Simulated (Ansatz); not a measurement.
```
atom    x (Å)    y (Å)    z (Å)
  Si   0.6372   1.0894   0.6545
   N   0.4871  -1.1243   0.6096
   H   0.7273   2.6044   0.5598
   H  -0.4220   0.9440   1.6926
   H   2.0144   0.7756   1.1316
   H  -1.1014  -0.3579  -1.4107
   O   0.2239   0.8412  -0.9712
   H  -0.3958  -1.4301   0.1952
   O  -1.6534  -1.1591  -1.3468
   H   1.2365  -1.5239   0.0557
   H   0.5627  -1.4892   1.5514
   H   0.2433   1.6824  -1.4339
   H  -2.5598  -0.8523  -1.2877
```

The product side of a reaction path; geometry: PBE0-D4/def2-TZVP.

All numbers below come from RKS PBE0-D4/def2-TZVPP (Ansatz).

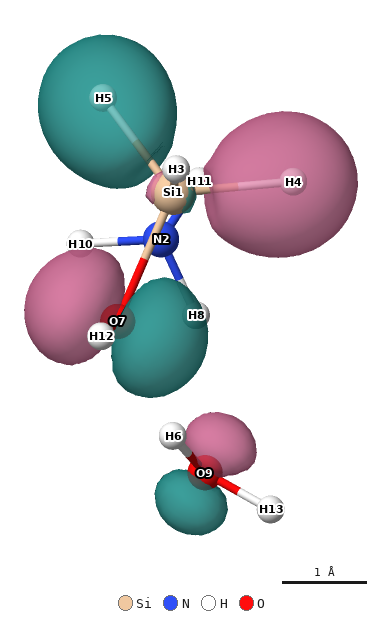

H4OSi···NH3···H2O. The HOMO−1 at ±0.15 Å⁻³ᐟ² (teal and pink are the two phases), seen at an oblique angle.

### Describe this orbital and give its energy.

Its weight (Hirshfeld) is mainly on O7 (about 30 %), Si1 (about 25 %), H4 (about 20 %), H5 (about 15 %) and O9 (about 5 %). Its energy is −8.52 eV.
